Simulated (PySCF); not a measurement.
```yaml
atoms:
  - { symbol: C, position_ang: [-2.1683, 0.3950, -0.4528] }
  - { symbol: C, position_ang: [-1.3709, -0.4895, 0.5043] }
  - { symbol: C, position_ang: [0.1095, -0.2929, 0.3174] }
  - { symbol: P, position_ang: [1.0155, -1.2815, -0.7925] }
  - { symbol: C, position_ang: [2.5115, -0.4326, -0.5071] }
  - { symbol: C, position_ang: [2.4884, 0.6051, 0.3830] }
  - { symbol: P, position_ang: [0.9652, 0.9769, 1.1460] }
  - { symbol: H, position_ang: [-1.8969, 0.1587, -1.4807] }
  - { symbol: H, position_ang: [-1.9265, 1.4407, -0.2683] }
  - { symbol: H, position_ang: [-3.2436, 0.2505, -0.3256] }
  - { symbol: H, position_ang: [-1.6494, -0.2427, 1.5348] }
  - { symbol: H, position_ang: [-1.6268, -1.5390, 0.3211] }
  - { symbol: H, position_ang: [3.4173, -0.7343, -1.0235] }
  - { symbol: H, position_ang: [3.3746, 1.1851, 0.6217] }
```

Geometry: GFN2-xTB.

Method: PBE0/pcSseg-1, SCF density, gas phase, non-relativistic in PySCF.

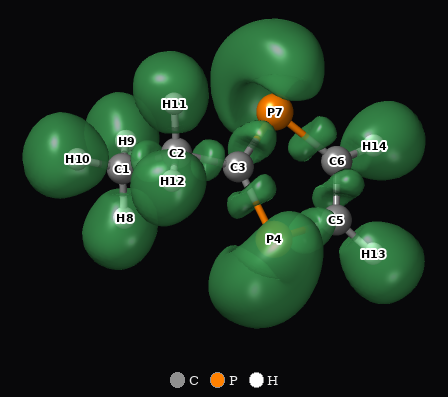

C5H7P2 (SMILES CCc1pcc[p-]1) (charge −1). Isosurface of the electron localisation function at 0.8 (green), seen at a tilt. Core shells and regions of very low density are left out.

Question: Where are the electrons localised?

Answer: At this value the surface marks out three regions between bonded C–C atoms (shared pairs), four regions between bonded C–P atoms (shared pairs), seven regions around hydrogen nuclei and two lobes on P, pointing away from the bonds (lone pairs). Profiles from the grid: C–C (1.37 Å): the ELF peaks at about 0.95 between the atoms (a covalent bond). C–P (1.74 Å): the ELF peaks at about 0.90 between the atoms; a covalent bond.
